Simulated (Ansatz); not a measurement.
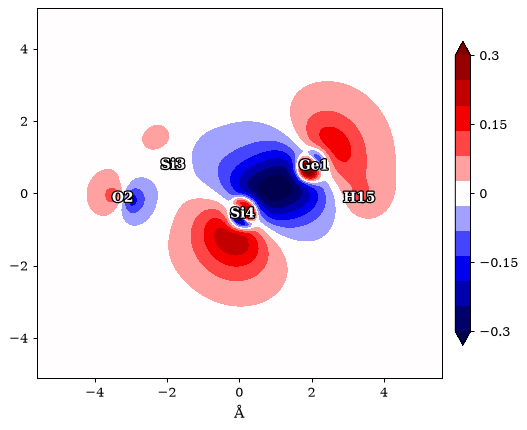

Figure. GeH$_{10}$OSi$_{3}$. The HOMO−1 on the plane of atoms Ge1, Si4 and Si3 (values in Å⁻³ᐟ²; the overall sign is arbitrary).

Geometry: r2SCAN-D4/def2-SVP.

Theory: isolated molecule in a Gaussian basis; Kohn-Sham density functional theory, functional PBE0 (Ansatz).

Input

```
crystal:
  periodic: [false, false, false]
  atoms:
    - {symbol: Ge, position_ang: [-2.158212, 0.717005, 0.454362]}
    - {symbol: O, position_ang: [2.092408, -0.089590, -2.733823]}
    - {symbol: Si, position_ang: [1.052840, 0.807425, -1.777330]}
    - {symbol: Si, position_ang: [-0.803439, -0.471770, -1.106325]}
    - {symbol: Si, position_ang: [0.033727, -2.410875, -0.084194]}
    - {symbol: H, position_ang: [2.363152, -0.949709, -2.391283]}
    - {symbol: H, position_ang: [1.719739, 1.311803, -0.531426]}
    - {symbol: H, position_ang: [0.646650, 1.976518, -2.605278]}
    - {symbol: H, position_ang: [-1.629021, -0.867741, -2.293966]}
    - {symbol: H, position_ang: [0.786592, -2.030185, 1.151274]}
    - {symbol: H, position_ang: [-1.047105, -3.374549, 0.284713]}
    - {symbol: H, position_ang: [0.990112, -3.105537, -1.006373]}
    - {symbol: H, position_ang: [-2.705357, 2.012574, -0.166040]}
    - {symbol: H, position_ang: [-1.320973, 1.086670, 1.689358]}
    - {symbol: H, position_ang: [-3.346690, -0.142519, 0.914455]}
basis:
  gaussian:
    orbitals: def2-SVPD
total_charge: 0
hamiltonian:
  xc: pbe0
output: {forces: true, orbitals: {seedname: orbitals}}
```

Command:

```sh
ansatz run input.yaml --threads 2 --pin off --max-ram 5220MiB --events-out events.jsonl --progress --plain --runs-dir runs
```

### Where does this orbital lie, and at what energy?

Its weight (Hirshfeld) is mainly on Si4 (about 30 %), Si5 (about 25 %) and Ge1 (about 20 %). Its energy is −8.08 eV.
